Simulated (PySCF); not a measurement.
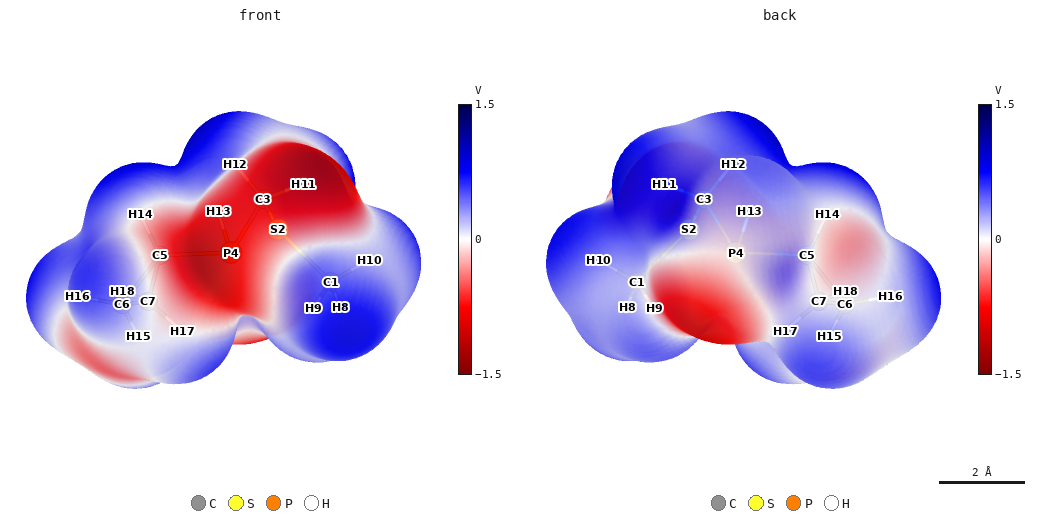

C5H11PS (SMILES CSCPC1CC1). The molecular electrostatic potential painted on the density surface at 0.002 e/bohr³, seen from the front and from behind; the colour scale runs from red (negative) to blue (positive).

Geometry: GFN2-xTB.

Computed with PySCF 2.14.0, PBE0/pcSseg-1, SCF density, gas phase, non-relativistic.

The calculation's input:

```
{"job": {"kind": "nmr", "xc": "PBE0", "basis": "pcSseg-1"}, "charge": 0, "multiplicity": 1}
C      2.816386    -0.276773    -0.079527
S      1.653577     0.527613     1.053805
C      0.799622     1.605494    -0.137005
P     -0.139997     0.625658    -1.421890
C     -1.516401     0.057103    -0.353869
C     -2.364219    -1.087711    -0.835090
C     -1.398741    -1.301826     0.280110
H      3.328345    -1.048336     0.485487
H      2.258431    -0.716879    -0.903771
H      3.530392     0.454036    -0.449857
H      1.545283     2.235643    -0.626961
H      0.122967     2.227639     0.451201
H     -0.799238     1.761854    -1.916409
H     -2.004702     0.835923     0.224706
H     -2.132356    -1.520710    -1.797534
H     -3.420299    -1.064357    -0.612265
H     -0.510194    -1.882471     0.079377
H     -1.777618    -1.425583     1.283075
```

Command:

```sh
OMP_NUM_THREADS=1 python probes_run.py task.json out
```

Question: Where is the surface potential most negative and most positive?

Answer: The most negative region (about −1.2 V, or −28 kcal/mol for a unit charge) lies over S2, the most positive (about +0.9 V, or +21 kcal/mol for a unit charge) over H11 and H12.

Question: How polar is the molecule by this calculation?

Answer: Its dipole moment is 0.78 D.
